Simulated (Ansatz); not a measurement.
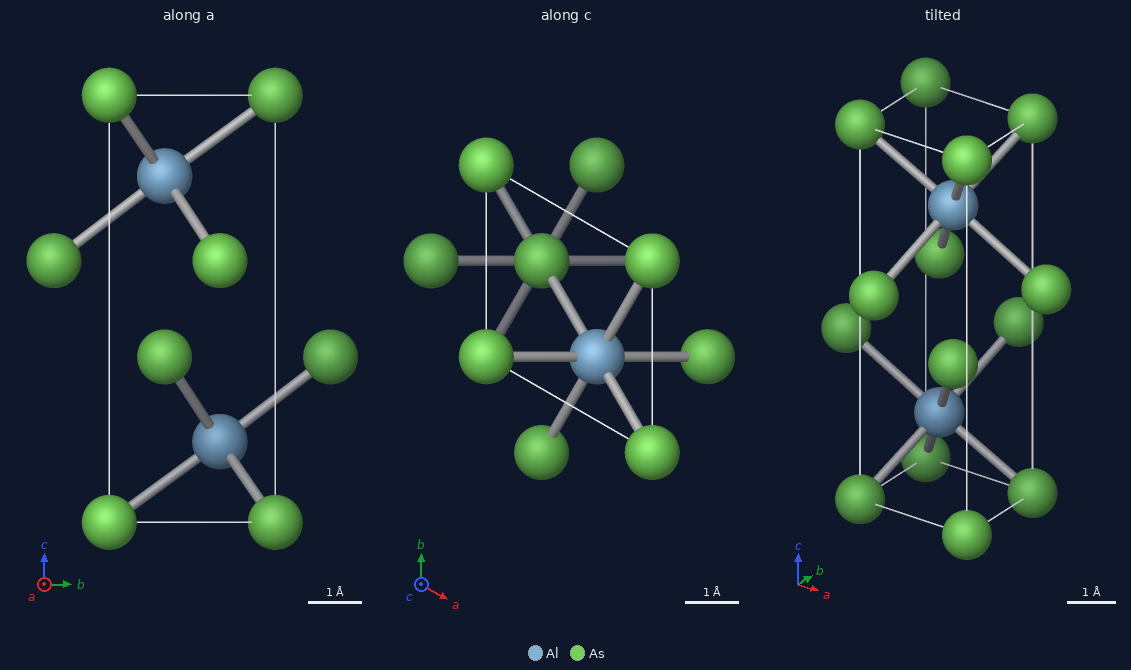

View along the a axis, along the c axis and slightly off an axis, drawn as a ball-and-stick model. Thin lines show the conventional unit cell, with boundary atoms drawn in all their periodic places. Some atoms of the next cells are drawn as well.

The composition is Al$_{2}$As$_{3}$.

What are the neighbours of Al?

Answer. Six As in an octahedral arrangement at about 2.6 Å.

What kind of network do the bonds form?

Answer. The bonds build Al2As3 layers parallel to (001).

Origin of the cell: a textbook structure type filled with these elements (whether it is the usual form wasn't checked). A relaxation with DFT PBE, scalar-relativistic, plane waves, PAW in Ansatz 0.2.0 gave the geometry drawn.
